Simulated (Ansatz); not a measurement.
**PBE-QIDH/6-31G(d) (spherical functions) run of C3H10OSi (trimethylsilanol)**

What is the vertical singlet–triplet gap of C3H10OSi (trimethylsilanol) at PBE-QIDH/6-31G* (spherical functions)? 

The calculation is run with Ansatz 0.2.0.

78 further runs of the same task are left out: 1 that didn't finish, 77 set aside as unsound or not needed.

**1. The system as given**

C3H10OSi: 15 atoms, total charge 0, spin state singlet. As SMILES, `C[Si](C)(C)O`. Geometry: relaxed at PBE0-D4/def2-TZVP. This is one conformer, not always the lowest.

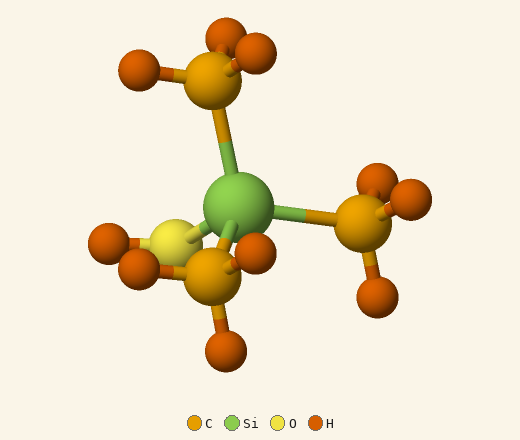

Viewed from a chosen angle; carbon amber, silicon green, oxygen yellow, hydrogen orange.

**2. The energy at PBE-QIDH/6-31G(d) (spherical functions)**

Contents of input.yaml:

```yaml
crystal:
  periodic: [false, false, false]
  atoms:
    - {symbol: C, position_ang: [-1.759880, 0.191150, 0.071540]}
    - {symbol: Si, position_ang: [0.089930, 0.200980, -0.204700]}
    - {symbol: C, position_ang: [0.959910, 0.370300, 1.442320]}
    - {symbol: C, position_ang: [0.639300, -1.339490, -1.093220]}
    - {symbol: O, position_ang: [0.516200, 1.448090, -1.213440]}
    - {symbol: H, position_ang: [-2.095970, 1.106050, 0.568270]}
    - {symbol: H, position_ang: [-2.057470, -0.651720, 0.702020]}
    - {symbol: H, position_ang: [-2.296730, 0.107790, -0.876880]}
    - {symbol: H, position_ang: [0.664600, 1.288070, 1.959260]}
    - {symbol: H, position_ang: [2.044780, 0.393380, 1.311290]}
    - {symbol: H, position_ang: [0.718200, -0.468650, 2.101280]}
    - {symbol: H, position_ang: [0.405110, -2.234400, -0.510590]}
    - {symbol: H, position_ang: [1.717690, -1.322690, -1.268870]}
    - {symbol: H, position_ang: [0.142180, -1.426990, -2.062380]}
    - {symbol: H, position_ang: [0.312140, 2.338130, -0.925910]}
basis:
  gaussian: {orbitals: 6-31G_st_-spherical.json}
hamiltonian: {xc: {name: PBE-QIDH}}
correlation: {frozen_orbitals: {C: 1, H: 0, O: 1, Si: 5}}
accuracy: high
output: {orbitals: {seedname: orbitals}}
```

The basis set 6-31G* is read from a file made from the Basis Set Exchange's data (not shown).

Run with:

```
$ ansatz run input.yaml --threads 1 --pin off --max-ram 3480MiB --events-out events.jsonl --progress --plain --runs-dir runs
```

Standard output:

```text
Warning: RAYON_NUM_THREADS=1 ignored (pool sized by the plan → 1); use --threads N
Functional definition: PBE-QIDH
  name "PBE-QIDH"
  parameter a = 3^(-1/3)
  parameter c = 1/3
  exchange = (1 - a)*pbe_x + a*exact_x
  correlation = (1 - c)*pbe_c + c*(mp2_os + mp2_ss)
2345 factors; integrals over basis functions are off by at most 3.8e-9 eV
mean field evaluation 1: about -13173.3872 eV, gradient 5.0e1 eV
mean field evaluation 2: about -13173.4476 eV, gradient 5.0e1 eV
mean field evaluation 4: about -13178.7434 eV, gradient 4.4e0 eV
mean field evaluation 8: about -13178.7888 eV, gradient 1.3e-1 eV
mean field evaluation 16: about -13178.7889 eV, gradient 1.7e-5 eV
mean field -13178.78886326 eV, -484.3115578208 hartree, gradient 4.3e-8 eV, S^2 0.000000; 0 other end points of the search recorded, 0 dependent functions left out
9 core orbitals not correlated: weight in the atoms' cores, before any rotation towards them, 1.000 or more for the frozen orbitals, at most 0.000 for the correlated occupied ones
reference -13178.78886416 eV, -484.3115578541 hartree; 16, 16 occupied and 69, 69 virtual orbitals, 2345 factors
second order -20.05637645 eV of doubles, -0.00000000 eV of singles
Total energy: -13185.47432298 eV, -484.5572439340 hartree
```

Run time: 19 s. Hardware: 1 thread of Arm Neoverse V2, shared host; peak memory 0.37 GiB.

**3. The triplet at the same level**

input.yaml: that of step 2 with these lines changed.

```diff
@@ -19,6 +19,12 @@
 basis:
-  gaussian: {orbitals: 6-31G_st_-spherical.json}
-hamiltonian: {xc: {name: PBE-QIDH}}
-correlation: {frozen_orbitals: {C: 1, H: 0, O: 1, Si: 5}}
+  gaussian:
+    orbitals: 6-31G_st_-spherical.json
 accuracy: high
+hamiltonian:
+  xc: {name: PBE-QIDH}
 output: {orbitals: {seedname: orbitals}}
+magnetization:
+  spin_polarized: true
+  initial_magnetization: 2
+correlation:
+  frozen_orbitals: {C: 1, H: 0, O: 1, Si: 5}
```

The basis set 6-31G* is read from a file made from the Basis Set Exchange's data (not shown).

Run with:

```
$ ansatz run input.yaml --threads 1 --pin off --max-ram 3480MiB --events-out events.jsonl --progress --plain --runs-dir runs
```

Standard output, shortened:

```text
Warning: RAYON_NUM_THREADS=1 ignored (pool sized by the plan → 1); use --threads N
[... 2 set-up lines as earlier in the session ...]
[...]
2344 factors; integrals over basis functions are off by at most 3.8e-9 eV
[...]
mean field -13170.95177084 eV, -484.0235499868 hartree, gradient 1.7e-8 eV, S^2 2.007136; 2 other end points of the search recorded, 0 dependent functions left out
9 core orbitals not correlated: weight in the atoms' cores, before any rotation towards them, 1.000 or more for the frozen orbitals, at most 0.000 for the correlated occupied ones
reference -13170.95177191 eV, -484.0235500258 hartree; 17, 15 occupied and 68, 70 virtual orbitals, 2344 factors
second order -19.17269591 eV of doubles, -0.00000000 eV of singles
Total energy: -13177.34267054 eV, -484.2584112187 hartree
```

It took 41 s on 1 thread of Arm Neoverse V2, shared host; peak memory 0.54 GiB.

**4. What came out**

At PBE-QIDH/6-31G* (spherical functions), 9 core orbitals frozen:

| quantity | value |
| --- | --- |
| singlet: total energy | -484.55724 Eh |
| singlet: HOMO energy (SCF part's orbitals) | -10.09 eV |
| singlet: LUMO energy (SCF part's orbitals) | 3.73 eV |
| singlet: HOMO–LUMO gap (SCF part's orbitals) | 13.82 eV |
| triplet: total energy | -484.25841 Eh |
| triplet: HOMO energy (SCF part's orbitals) (highest over α and β) | -2.35 eV |
| triplet: ⟨S²⟩ | 2.007 |
| vertical energy of the triplet above the singlet | 8.132 eV |

At this shape the triplet lies 8.13 eV (785 kJ/mol) above the singlet.
